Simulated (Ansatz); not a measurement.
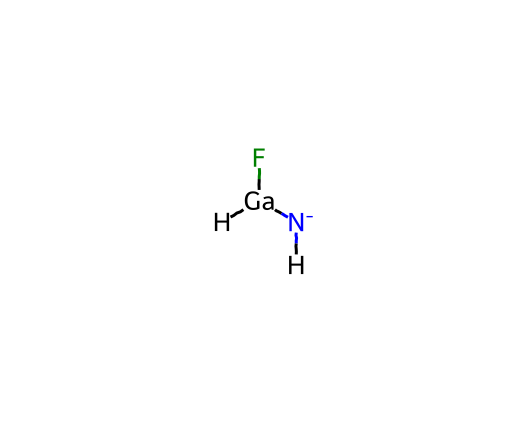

The drawing above gives the connectivity. Charge −1, singlet. Computed geometry: PBE0-D4/def2-TZVPD optimisation. No frequency run is at hand to confirm it as a minimum.

What does the molecule look like in three dimensions?

It has 5 atoms: 1 fluorine, 1 gallium, 2 hydrogen and 1 nitrogen (FGaH₂N⁻). Its SMILES string is `[NH-][GaH][F]`. This geometry has Cs symmetry. All atoms lie on one plane. Coordination: 1 N bent; 1 Ga trigonal planar.

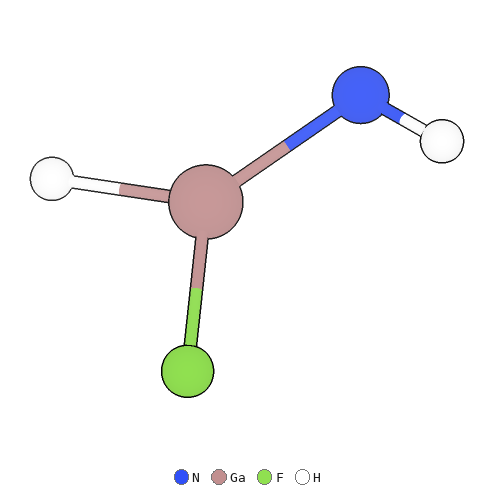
